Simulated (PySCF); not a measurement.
**C₂H₅N₂Si (doublet): density, localisation and related maps**

```yaml
atoms:
  - { symbol: C, position_ang: [2.3620, -0.7357, -0.5082] }
  - { symbol: C, position_ang: [1.3156, -0.2991, -0.1174] }
  - { symbol: Si, position_ang: [-0.3125, 0.3830, 0.4829] }
  - { symbol: N, position_ang: [-0.6521, 1.7756, -0.3876] }
  - { symbol: N, position_ang: [-1.4657, -0.8657, 0.0775] }
  - { symbol: H, position_ang: [3.2811, -1.1275, -0.8399] }
  - { symbol: H, position_ang: [-0.2752, 0.3884, 1.9517] }
  - { symbol: H, position_ang: [-0.6923, 2.6982, 0.0124] }
  - { symbol: H, position_ang: [-2.3904, -0.5782, -0.1970] }
  - { symbol: H, position_ang: [-1.1617, -1.6344, -0.4971] }
```

Geometry: GFN2-xTB.

Method: UKS B3LYP, pcH-1 on C H N Si, non-relativistic, mean-field spin-orbit, GIAO in PySCF.

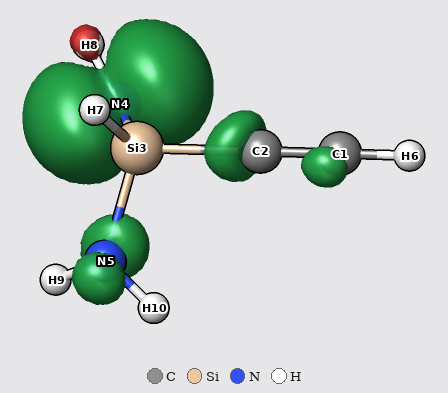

Figure 1. Isosurfaces of the spin density (α minus β) at +0.02 (green) and −0.02 e/Å³ (red), seen at a tilt.

### Describe the spin distribution.

The unpaired spin (1 electron) lies mostly on N4 (about 0.8) and Si3 (about 0.1), in electrons by Hirshfeld's partition.

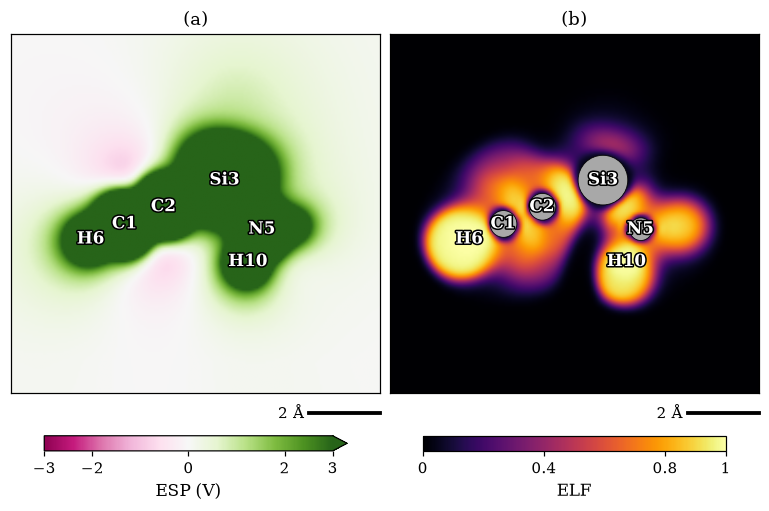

Figure 2. (a) molecular electrostatic potential; (b) ELF on the plane of atoms C2, Si3 and N5. Grey discs cover the atomic cores in the ELF map.

### What do the fields say about this system?

Atoms in the plane: C, Si, N and H.
C–C (1.20 Å): the ELF peaks at about 0.85 between the atoms (a multiple bond).
C–Si (1.86 Å): the ELF peaks at about 0.95 between the atoms (a covalent bond).
N–H (1.01 Å): the ELF climbs to about 1 towards the hydrogen, as it does in any bond to H; an ordinary covalent bond to hydrogen.
Si–N (1.75 Å): the ELF peaks at about 0.90 between the atoms; a polar covalent bond.
C–H (1.05 Å): the ELF climbs to about 1 towards the hydrogen (an ordinary covalent bond to hydrogen).
Outside the dense part of the molecule the potential is most negative (−0.8 V) near C1.

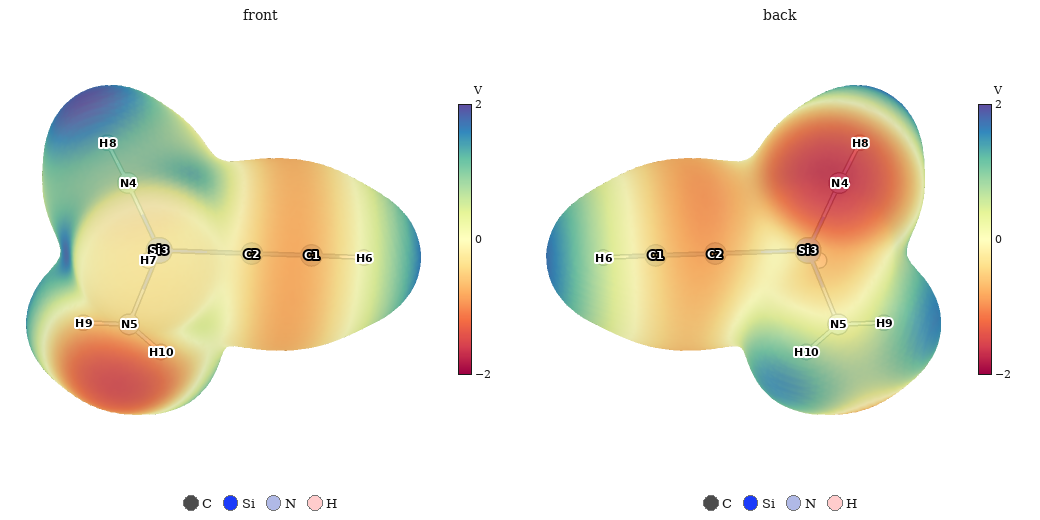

Figure 3. The molecular electrostatic potential painted on the density surface at 0.002 e/bohr³, seen from the front and from behind; the colour scale runs from red (negative) to blue (positive).

### Where is the surface potential most negative and most positive?

The most negative region (about −1.7 V, or −39 kcal/mol for a unit charge) lies over N4, the most positive (about +1.9 V, or +44 kcal/mol for a unit charge) over H8. N4 is the likeliest acceptor of a hydrogen bond.
